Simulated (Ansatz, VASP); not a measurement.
## SiBi: VASP beside Ansatz

Aim: how closely do two programs agree when they are given the same cell, functional and k mesh? The cell is invented: As first built, before any earlier steps moved the atoms (in the runner's words): it takes the SnP structure with all of its atoms replaced by other elements, volume scaled by an estimate. It may not be a known or stable phase. The cell is taken from a series of VASP runs on this material, whose earlier steps may have relaxed, scaled or displaced it; both programs get it as it stands. Valence electrons are named where the data sets of a main pair hold unlike numbers.

Main program and level: Ansatz 0.2.0; plane waves, with VASP 6.6.1 beside it; band structure at HSE03.

### 1. Starting point

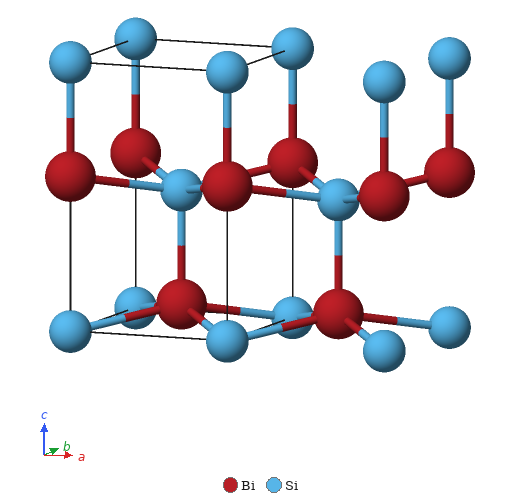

The cell as given, slightly off an axis (bismuth red, silicon blue). 2×1×1 cells are drawn. This picture shows the conventional cell, with its axes. Some periodic images of atoms are drawn too.

As a file:

```
Bi Si
1.0
    -2.02689    2.02689    3.24629
     2.02689   -2.02689    3.24629
     2.02689    2.02689   -3.24629
Bi Si
1 1
Direct
  0.57413 0.57413 0.00000
  0.99787 0.99787 0.00000
```

### 2. VASP: band structure, HSE03

A single point gives forces, pressure and levels at one fixed geometry, so differences don't come from the geometry; what else differs is listed under the comparison.

Lines of VASP's logs that name or quote its potential files are left out, and so is its time.

The run reads the wave functions of an earlier VASP run, which isn't shown here.

INCAR

```
SYSTEM = SiBi
PREC = Accurate
ENCUT = 400
EDIFF = 1E-06
NELM = 100
ISMEAR = 0
SIGMA = 0.02
LREAL = .FALSE.
ALGO = Normal
LHFCALC = .TRUE.
AEXX = 0.25
GGA = PE
HFSCREEN = 0.3
LASPH = .TRUE.
PRECFOCK = Fast
LORBIT = 11
LWAVE = .FALSE.
LCHARG = .FALSE.
KPAR = 4
```

POSCAR

```
SiBi
1.0
   -2.0268872060      2.0268872060      3.2462904277
    2.0268872060     -2.0268872060      3.2462904277
    2.0268872060      2.0268872060     -3.2462904277
Bi Si
1 1
Direct
    0.5741320490      0.5741320490      0.0000000000
    0.9978689510      0.9978689510      0.0000000000
```

KPOINTS

```
Automatic mesh
0
Gamma
5 5 5
0 0 0
```

KPOINTS_OPT

```
Line mode
10
Line-mode
Reciprocal
  0.00000000   0.00000000   0.00000000 GAMMA
  0.00000000   0.00000000   0.50000000 X

  0.00000000   0.00000000   0.50000000 X
 -0.19491911   0.19491911   0.50000000 Y

 -0.19491911   0.19491911   0.50000000 Y
 -0.34745956   0.34745956   0.34745956 S

 -0.34745956   0.34745956   0.34745956 S
  0.00000000   0.00000000   0.00000000 GAMMA

  0.00000000   0.00000000   0.00000000 GAMMA
  0.50000000   0.50000000  -0.50000000 Z

  0.50000000   0.50000000  -0.50000000 Z
  0.34745956   0.65254044  -0.34745956 S1

  0.34745956   0.65254044  -0.34745956 S1
  0.00000000   0.50000000   0.00000000 N

  0.00000000   0.50000000   0.00000000 N
  0.25000000   0.25000000   0.25000000 P

  0.25000000   0.25000000   0.25000000 P
  0.50000000   0.50000000  -0.19491911 Y1

  0.50000000   0.50000000  -0.19491911 Y1
  0.50000000   0.50000000  -0.50000000 Z

  0.00000000   0.00000000   0.50000000 X
  0.25000000   0.25000000   0.25000000 P
```

Potentials, in the order of the species: Bi_d and Si (PBE family, release 64).

On the command line:

```
mpirun -np 4 vasp_std
```

Numbers of over 12 decimals in the logs are rounded to 6 here.

Output:

```text
[banner, memory and clock lines left out]
running    4 mpi-ranks, on    1 nodes
 distrk:  each k-point on    1 cores,    4 groups
 distr:  one band on    1 cores,    1 groups

 POSCAR found type information on POSCAR BiSi
 POSCAR found :  2 types and       2 ions
 LDA part: xc-table for (Slater+PW92), standard interpolation
 found WAVECAR, reading the header
 POSCAR, INCAR and KPOINTS ok, starting setup
 FFT: planning ... GRIDC
 FFT: planning ... GRID_SOFT
 FFT: planning ... GRID
 reading WAVECAR
 the WAVECAR file was read successfully
 initial charge from wavefunction
 entering main loop
       N       E                     dE             d eps       ncg     rms          rms(c)
DAV:   1    -0.957112239298E+01   -0.95711E+01   -0.41535E-01   599   0.723E+00    0.183E+00
DAV:   2    -0.957208316068E+01   -0.96077E-03   -0.13917E-02   577   0.811E-01    0.114E+00
DAV:   3    -0.957188637318E+01    0.19679E-03   -0.28735E-03   563   0.329E-01    0.643E-01
DAV:   4    -0.957199888319E+01   -0.11251E-03   -0.42827E-04   583   0.111E-01    0.354E-01
DAV:   5    -0.957201485577E+01   -0.15973E-04   -0.38465E-05   744   0.672E-02    0.199E-01
DAV:   6    -0.957202239583E+01   -0.75401E-05   -0.11441E-05   638   0.319E-02    0.114E-01
DAV:   7    -0.957202795346E+01   -0.55576E-05   -0.39385E-06   533   0.146E-02    0.641E-02
DAV:   8    -0.957203103125E+01   -0.30778E-05   -0.66912E-07   304   0.631E-03    0.369E-02
DAV:   9    -0.957203269291E+01   -0.16617E-05   -0.38216E-07   299   0.571E-03    0.204E-02
DAV:  10    -0.957203365465E+01   -0.96174E-06   -0.19633E-07   279   0.437E-03
   1 F= -.95720337E+01 E0= -.95717132E+01  d E =-.640852E-03
 Start KPOINTS_OPT (optional k-point list driver)
k-point batch [1-18\110]
       N       E                     dE             ncg
DAV:   1    -0.361157205954E+03   -0.78862E+04      468
DAV:   2    -0.300648062391E+04   -0.26453E+04      473
DAV:   3    -0.319218401309E+04   -0.18570E+03      608
DAV:   4    -0.319956834641E+04   -0.73843E+01      610
DAV:   5    -0.319976595742E+04   -0.19761E+00      700
DAV:   6    -0.319977149249E+04   -0.55351E-02      675
DAV:   7    -0.319977158121E+04   -0.88723E-04      675
DAV:   8    -0.319977158234E+04   -0.11320E-05      449
DAV:   9    -0.319977158246E+04   -0.11793E-06      459
[...]
k-point batch [109-110\110]
       N       E                     dE             ncg
DAV:   1     0.910952623596E+04   -0.14932E+04       52
DAV:   2     0.881894400669E+04   -0.29058E+03       52
DAV:   3     0.879943377291E+04   -0.19510E+02       52
DAV:   4     0.879881250841E+04   -0.62126E+00       62
DAV:   5     0.879878980395E+04   -0.22704E-01       60
DAV:   6     0.879878890937E+04   -0.89458E-03       70
DAV:   7     0.879878889768E+04   -0.11688E-04       65
DAV:   8     0.879878889758E+04   -0.10453E-06       41
```

From OUTCAR (step 2):

```text
ion  position               nearest neighbor table
   1  0.574  0.574  0.000-   2 2.75   2 2.91   2 2.91   2 2.91   2 2.91
   2  0.998  0.998  0.000-   1 2.75   1 2.91   1 2.91   1 2.91   1 2.91

  LATTYP: Found a body centered tetragonal cell.
 ALAT       =     4.0537744120
 C/A-ratio  =     1.6016137544

 Subroutine GETGRP returns: Found  8 space group operations
 (whereof  8 operations were pure point group operations)

The static configuration has the point symmetry C_4v.

 Found     18 irreducible k-points:

   k-points           NKPTS =     18   k-points in BZ     NKDIM =    125   number of bands    NBANDS=     13

   dimension x,y,z NGX =    28 NGY =   28 NGZ =   28
   dimension x,y,z NGXF=    56 NGYF=   56 NGZF=   56

   ENCUT  =  400.0 eV  29.40 Ry    5.42 a.u.   7.06  7.06  7.06*2*pi/ulx,y,z

   NELECT =      19.0000    total number of electrons

 k-points in reciprocal lattice and weights: Automatic mesh
   0.00000000  0.00000000  0.00000000       0.008
   0.20000000 -0.00000000  0.00000000       0.064
   0.40000000  0.00000000  0.00000000       0.064
   0.20000000  0.20000000  0.00000000       0.064
   0.40000000  0.20000000 -0.00000000       0.128
  -0.40000000  0.20000000  0.00000000       0.128
  -0.20000000  0.20000000  0.00000000       0.032
   0.40000000  0.40000000 -0.00000000       0.064
  -0.40000000  0.40000000  0.00000000       0.032
[...]
-0.40000000  0.40000000  0.40000000       0.032
  -0.40000000 -0.40000000  0.40000000       0.016

  exchange ACFDT corr.  =         0.00000000  see jH, gK, PRB 81, 115126

 average (electrostatic) potential at core
       1 -98.3800       2 -79.7617

 E-fermi :   6.4148

 k-point     1 :       0.0000    0.0000    0.0000
  band No.  band energies     occupation
    ...
      6      -7.6425      2.00000
      7       3.2272      2.00000
      8       5.4967      2.00000
      9       5.4967      2.00000
     10       6.0650      2.00000
     11       9.5878      0.00000
     12      10.9320      0.00000
     13      10.9320      0.00000

 k-point     2 :       0.2000   -0.0000    0.0000
  band No.  band energies     occupation
    ...
      5     -18.0964      2.00000
      6      -7.1629      2.00000
      7       0.8898      2.00000
      8       5.4366      2.00000
      9       5.7101      2.00000
     10       6.7566      0.00000
     11       8.7863      0.00000
     12      10.0963      0.00000
     13      10.8226      0.00000

 k-point     3 :       0.4000    0.0000    0.0000
  band No.  band energies     occupation
    ...
      5     -18.0888      2.00000
      6      -5.9469      2.00000
      7      -1.9381      2.00000
      8       4.8073      2.00000
      9       6.4078      1.37500
     10       7.0150      0.00000
     11       8.2314      0.00000
     12       8.4453      0.00000
     13       9.4675      0.00000

  energy-cutoff  :      400.00
  volume of cell :       53.35
      direct lattice vectors                 reciprocal lattice vectors
    -2.026887206  2.026887206  3.246290428     0.000000000  0.246683683  0.154021956
     2.026887206 -2.026887206  3.246290428     0.246683683  0.000000000  0.154021956
     2.026887206  2.026887206 -3.246290428     0.246683683  0.246683683  0.000000000

 POSITION                                       TOTAL-FORCE (eV/Angst)
 -----------------------------------------------------------------------------------
      0.00000      0.00000      3.72760        -0.000000     -0.000000      0.082498
      0.00000      0.00000      6.47874         0.000000      0.000000     -0.082498
 -----------------------------------------------------------------------------------
    total drift:                                0.000016      0.000011      0.000920

  FREE ENERGIE OF THE ION-ELECTRON SYSTEM (eV)
  ---------------------------------------------------
  free  energy   TOTEN  =        -9.5720336547 eV

  energy  without entropy=       -9.5713928022  energy(sigma->0) =       -9.57171323

 total charge
# of ion       s       p       d       tot
------------------------------------------
    1        1.529   1.419   9.935  12.883
    2        0.864   0.723   0.000   1.587
--------------------------------------------------
tot          2.393   2.142   9.935  14.470

[... 3 further parts left out ...]
```

This run has no spin polarisation. Its electron count is odd, so without a moment it is a metal by construction. The k-mesh is coarse for a metal. Spin-orbit coupling is off here; with elements this heavy it splits and shifts levels by tenths of an eV or more.

(Continued in part 2 of 2.)

[Lines on the potential files, build, host, timing and source positions are cut from VASP's logs without a mark.]

[Logs are printed without paths, hosts, clocks, repeated set-up lines and the standing remarks that a program may print on its own settings, such as how far it seeks lower states.]

[Hosts, paths, dates, database ids (printed as entryN), source tags and the programs' standing remarks are cut or masked in the printed files.]
